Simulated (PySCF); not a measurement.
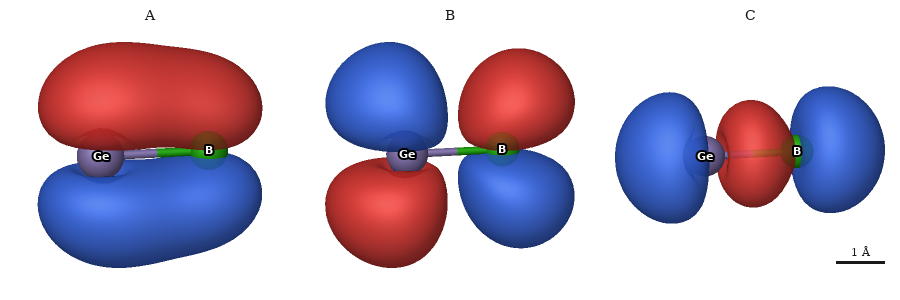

The picture shows: GeB (quartet). Three frontier α-spin orbitals, each drawn at the value that holds 80 % of its norm (blue and red are the two phases), in no order; of a degenerate pair one member is drawn.

The calculation used PySCF 2.14.0, PBE0/cc-pVDZ(-PP), non-relativistic Hamiltonian with scalar-relativistic core potentials where named, at a bond length of 1.994 Å.

Question: Name the orbitals and rank them from lowest to highest energy.

Answer: Orbital C: σ, occupied in this spin, −6.53 eV; shared between the atoms (Ge 45 %, B 55 %).
Orbital A: π, occupied in this spin, −6.49 eV; bonding, with no node between the atoms.
Orbital B: π, empty in this spin, −1.62 eV; antibonding, with a node between the atoms.
